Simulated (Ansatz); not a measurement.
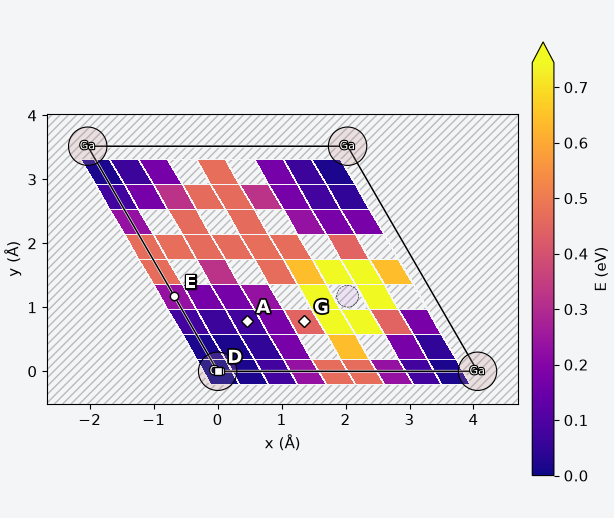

Br on a GaAs(111) slab cut from the F-43m phase, its upper half relaxed before the scan (4 atoms of substrate and one adsorbate in a 1 × 1 cell). Br is moved over the surface cell; relaxed at each place: the height of the adsorbate's atoms; substrate rigid; the origin of the map has the adsorbate above Ga4. Places are given modulo a cell vector. The map is drawn in real space over the plane of the surface. Grid: 9 × 9 points; 15 points were computed and 52 follow by symmetry. At 14 points there is no value. Energies are in eV, from the lowest grid point. The magnetic moment jumps between some neighbouring points. With one adsorbate in each 1 × 1 cell, its nearest image is 4.1 Å away, so neighbouring adsorbates interact. These are results of DFT PBE, scalar-relativistic, plane waves, PAW in Ansatz, not measurements. Settings: cutoff 420 eV, k-mesh 9×9×1, gaussian smearing 0.05 eV, spin-polarised.

The picture shows one coloured cell a grid point, labelled circles for the atoms of the top layer and small ones for the second layer, the outline of one cell of the plane, one colour for all values above the top of the scale, hatched blanks where no value was computed, lettered points.

### Is D the lowest point of the computed grid?

Yes. D, at the top site over a surface Ga atom, (0/9, 0/9) of the cell vectors, has the lowest energy of the grid.

### Rank the lettered points by energy, lowest first.

D (0.00 eV), A (0.08 eV), E (0.23 eV), G (0.45 eV).

PAW datasets: the set soft_1.
